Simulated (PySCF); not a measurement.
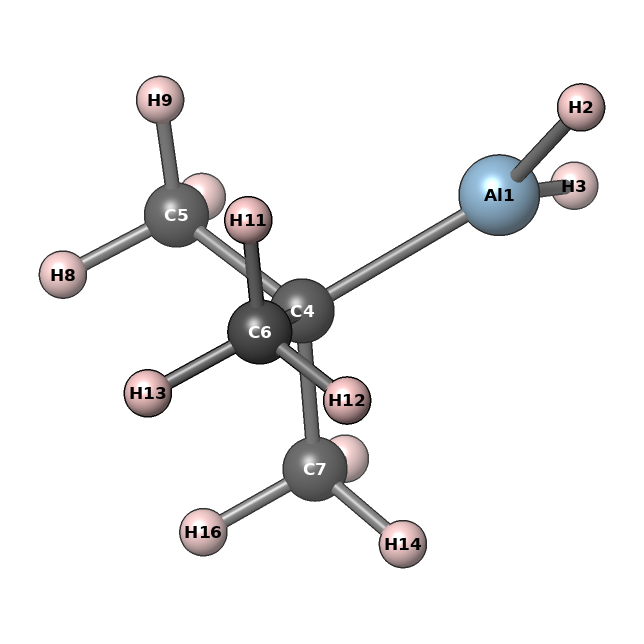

C4 lies behind C6. The molecule seen a little off the C6–C4 bond, C6 in front. Depth is shown by fading: the farther an atom, the more it takes the colour of the background. Computed geometry: PBE0-D3(BJ)/def2-SVP optimisation. No frequency run is at hand to confirm it as a minimum.

What is the torsion angle H11–C6–C4–Al1? The sign is positive where the front bond must turn clockwise to cover the back bond.

58°, synclinal (gauche). The bonds about C6–C4 are staggered.
